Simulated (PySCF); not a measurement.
# C$_{6}$H$_{13}$NOSi (SMILES C=C/C(C)=N\[C@H]([SiH3])CO): what the fields show

Input

```
{"job": {"kind": "nmr", "xc": "PBE0", "basis": "pcSseg-1"}, "charge": 0, "multiplicity": 1}
C      2.344032     2.028144    -0.545105
C      1.188864     1.381870    -0.430307
C      1.040053    -0.069684    -0.324337
C      2.269464    -0.916601    -0.490110
N     -0.044362    -0.697005    -0.103879
C     -1.322829    -0.110723     0.111827
Si    -1.481881     0.277259     1.985349
C     -2.371017    -1.134075    -0.333372
O     -2.289127    -1.401923    -1.711212
H      3.294354     1.522497    -0.558950
H      2.380260     3.102612    -0.620489
H      0.270202     1.953596    -0.408122
H      2.731608    -0.734049    -1.458596
H      1.995369    -1.964688    -0.414275
H      2.993114    -0.681993     0.288371
H     -1.485076     0.811855    -0.466555
H     -1.218265    -0.942903     2.743277
H     -0.478225     1.294435     2.306687
H     -2.833462     0.778132     2.237719
H     -2.236767    -2.060543     0.241801
H     -3.378890    -0.751878    -0.159911
H     -1.377831    -1.664948    -1.890661
```

Launched as:

```sh
OMP_NUM_THREADS=1 python probes_run.py task.json out
```

Geometry: GFN2-xTB.

Level of theory: PySCF, PBE0/pcSseg-1, SCF density, gas phase, non-relativistic.

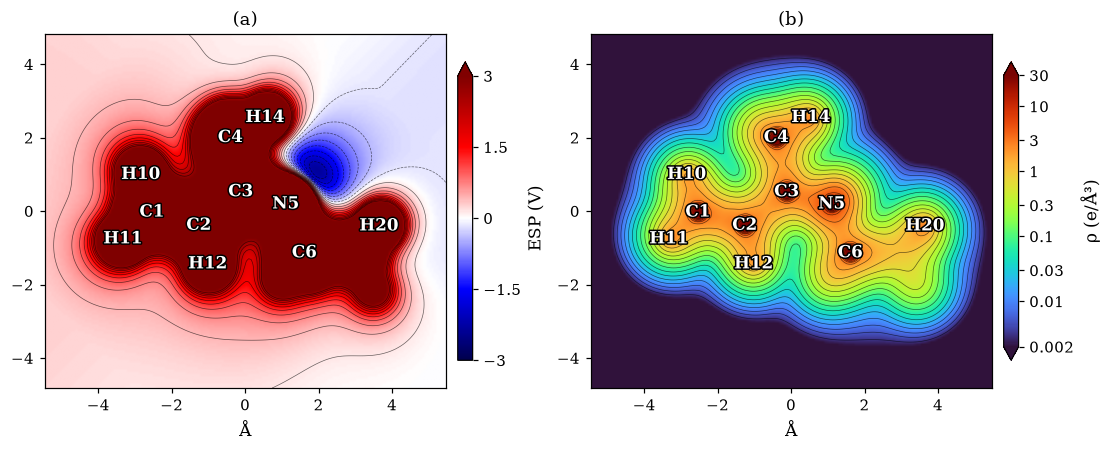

Figure 1. (a) electrostatic potential; (b) electron density on the plane of atoms C3, C4 and H14.

> Read the bonding off the picture.

The section cuts through C, N and H sites. C–N (1.27 Å): the density is about 2.7 e/Å³ at the midpoint. C–C (1.33 Å): the density is about 2.3 e/Å³ at the midpoint. C–N (1.42 Å): ρ at the midpoint is about 2 e/Å³. C–C (1.46 Å): the density is about 1.8 e/Å³ at the midpoint. Outside the dense part of the molecule the potential is most negative (−2.3 V) near N5.

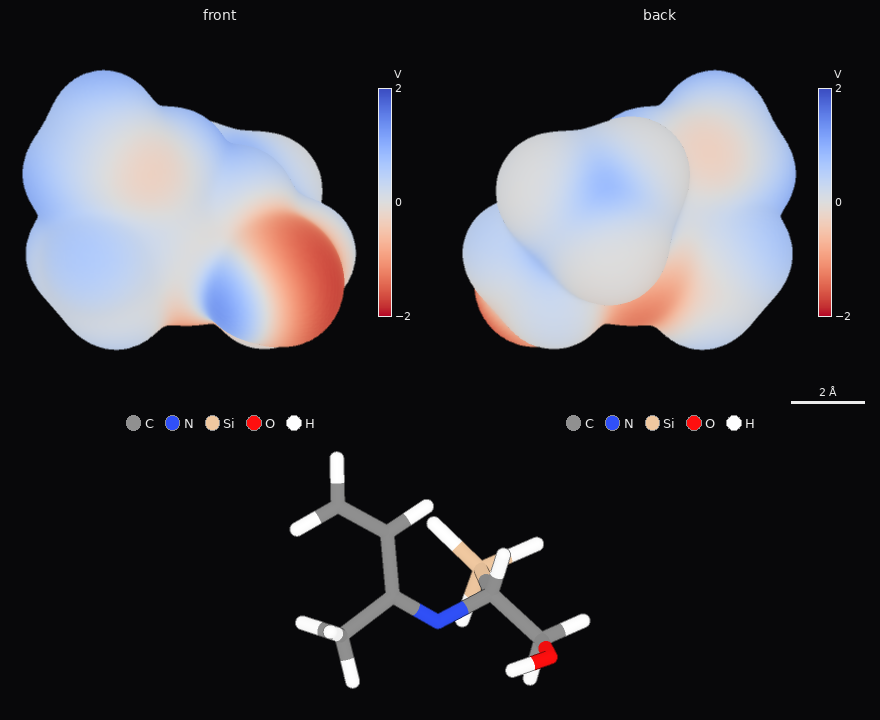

Figure 2. The molecular electrostatic potential painted on the density surface at 0.001 e/bohr³, seen from the front and from behind; red is negative and blue positive. The bare structure is drawn below in the same view.

> Which sites attract a positive test charge, and which a negative one?

A positive charge is drawn to the negative regions and a negative charge to the positive ones. The most negative region (about −1.6 V) lies over O9, the most positive (about +1.1 V) over H22. O9 is the likeliest acceptor of a hydrogen bond.

> How polar is the molecule by this calculation?

Its dipole moment is 2.91 D.
